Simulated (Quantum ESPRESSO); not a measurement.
Effort and miss along a sweep of K_POINTS: Au (Fm-3m, 1 atom in the cell)

```
CELL_PARAMETERS angstrom
     -2.07960     0.00000     2.07960
      0.00000     2.07960     2.07960
     -2.07960     2.07960     0.00000
ATOMIC_POSITIONS crystal
  Au 0.00000 0.00000 0.00000
```

Method of the run: PBE, GBRV 1.5 ultrasoft (PBE) pseudopotentials (plane waves; Quantum ESPRESSO).

Base settings: ecutwfc = 40 Ry; ecutrho = 320 Ry; occupations = smearing; smearing = cold; degauss = 0.0073499 Ry; potentials = {Au: au_pbe_v1.uspp.F.UPF}; K_POINTS = automatic 14 14 14 0 0 0; conv_thr = 1e-09 Ry; mixing_beta = 0.7.

Misses are taken against the tightest run, automatic 33 33 33 0 0 0, which need not be fully converged itself. The energy is the free energy per atom.

The count of work is k-points × plane waves × bands × iterations; it is no time, and leaves out set-up, grids and terms that scale otherwise. Core times come from one kind of shared machine and are given to one figure; runs under 30 s give none.

The starting cell comes from a database of computed structures (which also holds hypothetical and non-ambient phases and stackings), without a prior relaxation at this level. Its lattice was rescaled by a random factor within 2.5 % of one.

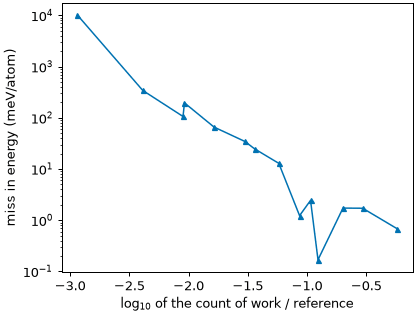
Figure: Miss against the count of work; the reference run is not drawn, and misses under 0.1 meV/atom are drawn there.

```tsv
K_POINTS	energy less reference (meV/atom)	pressure less reference (GPa)	count of work / reference	core time / reference (rough)
automatic 1 1 1 0 0 0	-10143.14	-85.91	0.0012	–
automatic 3 3 3 0 0 0	-343.53	-5.51	0.0041	–
automatic 4 4 4 0 0 0	196.36	1.89	0.0092	–
automatic 5 5 5 0 0 0	-106.49	-0.62	0.0090	–
automatic 6 6 6 0 0 0	66.02	0.93	0.016	–
automatic 8 8 8 0 0 0	34.55	0.74	0.030	–
automatic 9 9 9 0 0 0	-24.80	-0.15	0.036	–
automatic 11 11 11 0 0 0	12.93	0.20	0.058	–
automatic 13 13 13 0 0 0	-1.23	-0.27	0.087	–
automatic 14 14 14 0 0 0	2.44	-0.08	0.11	–
automatic 15 15 15 0 0 0	0.17	-0.09	0.12	–
automatic 18 18 18 0 0 0	-1.73	0.01	0.20	0.2
automatic 21 21 21 0 0 0	1.71	-0.08	0.30	0.3
automatic 27 27 27 0 0 0	0.68	-0.02	0.58	0.6
automatic 33 33 33 0 0 0	0.00	0.00	1.0	1
```

Coarsest setting among those run that, with all tighter ones, holds the energy within 10 meV/atom of the reference: automatic 13 13 13 0 0 0, off by 1.2 meV/atom; it needs 0.087 of the reference's count of work.

Coarsest setting among those run that, with all tighter ones, holds the energy within 2 meV/atom of the reference: automatic 15 15 15 0 0 0, off by 0.17 meV/atom; it needs 0.12 of the reference's count of work. The coarser automatic 13 13 13 0 0 0 also lies inside, but a setting between leaves the range again, so that is luck.

Smallest miss in the energy for at most 0.05 times the reference's count of work: automatic 9 9 9 0 0 0, with a miss of 25 meV/atom at a count of 0.036.

The step from automatic 9 9 9 0 0 0 to automatic 14 14 14 0 0 0: it takes the miss in the energy from 25 to 2.4 meV/atom, for 3.0 times the count of work.
